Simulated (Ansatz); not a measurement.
```
atom   x (Å)   y (Å)    z (Å)
   C  0.0000  0.0000  -0.6457
   B  0.0000  0.0000  -2.0595
   B  0.0000  0.0000   0.7671
   H  0.0000  0.0000   1.9381
```

Geometry: B3LYP/6-31G*.

Theory: Ansatz, isolated molecule in a Gaussian basis; Kohn-Sham density functional theory, functional PBE0.

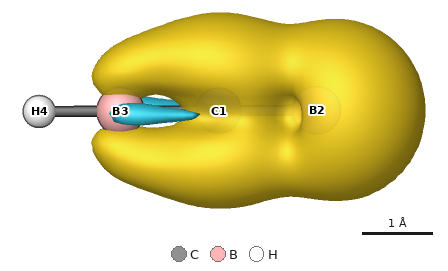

CHB2 (SMILES B#C[BH+]) (charge +1, triplet). Isosurfaces of the spin density at +0.03 (yellow) and −0.03 e/Å³ (cyan), seen from one side.

Question: Describe the spin distribution.

Answer: The unpaired spin (2 electrons) lies mostly on B2 (about 1.2), C1 (about 0.7) and B3 (about 0.1), in electrons by Hirshfeld's partition.
